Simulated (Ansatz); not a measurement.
# BSiH2Cl (SMILES B[Si]Cl): UCCSDTQ/STO-3G

Aim: the energy change on altering one bond length of BSiH2Cl at UCCSDTQ/STO-3G, from 2 runs. 

Program for the calculation: Ansatz 0.2.0.

72 further runs of the same task are left out: 4 that didn't finish, 68 set aside as unsound or not needed.

## Step 1: The system as given

The species is BSiH2Cl (5 atoms), meant as a triplet with charge 0. SMILES: `B[Si]Cl`. The coordinates come from a GFN2-xTB relaxation.

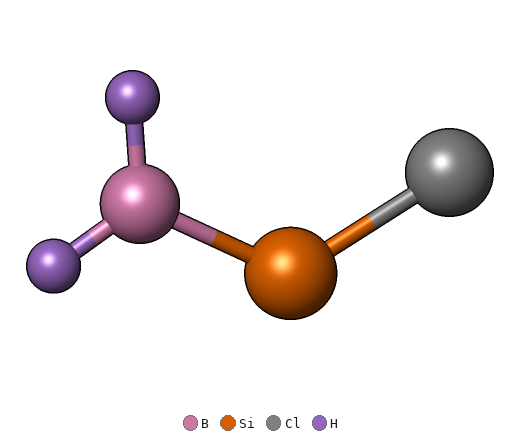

The structure, seen from a chosen angle (boron pink, silicon orange, chlorine grey, hydrogen purple).

## Step 2: A single-point energy at UCCSDTQ/STO-3G

Contents of run.yaml:

```yaml
crystal:
  periodic: [false, false, false]
  atoms:
    - symbol: B
      position_ang: [-0.674100, 0.367960, -0.302510]
    - symbol: Si
      position_ang: [0.334580, -1.081930, 0.357550]
    - symbol: Cl
      position_ang: [2.311390, -0.930270, 0.961480]
    - symbol: H
      position_ang: [-0.184480, 1.431210, -0.387430]
    - symbol: H
      position_ang: [-1.787390, 0.213030, -0.629090]
basis:
  gaussian:
    orbitals: STO-3G
magnetization:
  spin_polarized: true
  initial_magnetization: 2
correlation:
  method: ccsdtq
  frozen_orbitals: {B: 1, Cl: 5, H: 0, Si: 5}
accuracy: high
scf:
  omitted_lower_state_checks: [cluster_reference, increment]
```

Started as:

```console
ansatz run run.yaml --threads 1 --pin off --max-ram 2610MiB --events-out events.jsonl --progress --plain --runs-dir runs
```

The log of the run, cut to the lines that bear on the results:

```text
Warning: RAYON_NUM_THREADS=1 ignored (pool sized by the plan → 1); use --threads N
Functional definition: HF
  name "HF"
[...]
452 factors; integrals over basis functions are off by at most 1.1e-8 eV
[...]
mean field -20835.11098639 eV, -765.6762062043 hartree, gradient 2.4e-8 eV, S^2 2.002908; 0 other end points of the search recorded, 0 dependent functions left out
11 core orbitals not correlated: weight in the atoms' cores, before any rotation towards them, 0.999 or more for the frozen orbitals, at most 0.000 for the correlated occupied ones
reference -20835.11098639 eV, -765.6762062043 hartree; 9, 7 occupied and 5, 7 virtual orbitals, 452 factors
second order -1.57943356 eV of doubles, -0.00000000 eV of singles
cycle   1  -1.96305081 eV  change   -3.8e-1 eV  update   6.9e-2
[...]
cycle  29  -2.31496647 eV  change   5.6e-10 eV  update  6.0e-10
Total energy: -20837.42595286 eV, -765.7612796529 hartree
Checks for a lower state left out: cluster_reference, increment
```

It took 78 s on 1 thread of Arm Neoverse V1, shared host; peak memory 0.47 GiB.

## Step 3: The distorted shape, same level

Contents of in.yaml:

```yaml
crystal:
  periodic: [false, false, false]
  atoms:
    - symbol: B
      position_ang: [-0.926251, 0.730404, -0.467512]
    - symbol: Si
      position_ang: [0.334580, -1.081930, 0.357550]
    - symbol: Cl
      position_ang: [2.311390, -0.930270, 0.961480]
    - symbol: H
      position_ang: [-0.436631, 1.793654, -0.552432]
    - symbol: H
      position_ang: [-2.039541, 0.575474, -0.794092]
basis:
  gaussian: {orbitals: STO-3G}
accuracy: high
magnetization: {spin_polarized: true, initial_magnetization: 2}
scf: {omitted_lower_state_checks: [cluster_reference, increment]}
correlation: {method: ccsdtq, frozen_orbitals: {B: 1, Cl: 5, H: 0, Si: 5}}
```

Started as:

```console
ansatz run in.yaml --threads 1 --pin off --max-ram 2610MiB --events-out events.jsonl --progress --plain --runs-dir runs
```

The log of the run, cut to the lines that bear on the results:

```text
Warning: RAYON_NUM_THREADS=1 ignored (pool sized by the plan → 1); use --threads N
Functional definition: HF
  name "HF"
[...]
439 factors; integrals over basis functions are off by at most 1.3e-8 eV
[...]
mean field -20833.68653306 eV, -765.6238585100 hartree, gradient 6.4e-8 eV, S^2 2.027058; 3 other end points of the search recorded, 0 dependent functions left out
11 core orbitals not correlated: weight in the atoms' cores, before any rotation towards them, 1.000 or more for the frozen orbitals, at most 0.000 for the correlated occupied ones
reference -20833.68653306 eV, -765.6238585100 hartree; 9, 7 occupied and 5, 7 virtual orbitals, 439 factors
second order -1.51822410 eV of doubles, -0.00000000 eV of singles
cycle   1  -1.92898927 eV  change   -4.1e-1 eV  update   8.3e-2
[...]
cycle  40  -2.43590693 eV  change  -7.4e-11 eV  update   1.7e-9
Total energy: -20836.12243999 eV, -765.7133764385 hartree
Checks for a lower state left out: cluster_reference, increment
```

Wall time 92 s (1 thread of Arm Neoverse V1, shared host); peak memory 0.47 GiB.

## Step 4: Summary of results

Level: UCCSDTQ/STO-3G, 11 core orbitals frozen.

| quantity | value |
| --- | --- |
| first shape: total energy | -765.76128 Eh |
| first shape: correlation energy (11 core orbitals frozen) | -85.1 mEh |
| first shape: ⟨S²⟩ of the reference determinant | 2.003 |
| first shape: T1 diagnostic | 0.024 |
| distorted shape: total energy | -765.71338 Eh |
| distorted shape: correlation energy (11 core orbitals frozen) | -89.5 mEh |
| distorted shape: ⟨S²⟩ of the reference determinant | 2.027 |
| distorted shape: T1 diagnostic | 0.041 |
| energy change with the B1–Si2 bond stretched from 1.886 to 2.357 Å | 1.304 eV |

With the B1–Si2 bond stretched from 1.886 to 2.357 Å the energy rises by 1.30 eV (126 kJ/mol). The first shape isn't relaxed at this level, so the change isn't measured from a minimum. The minimal basis adds a large error of its own.
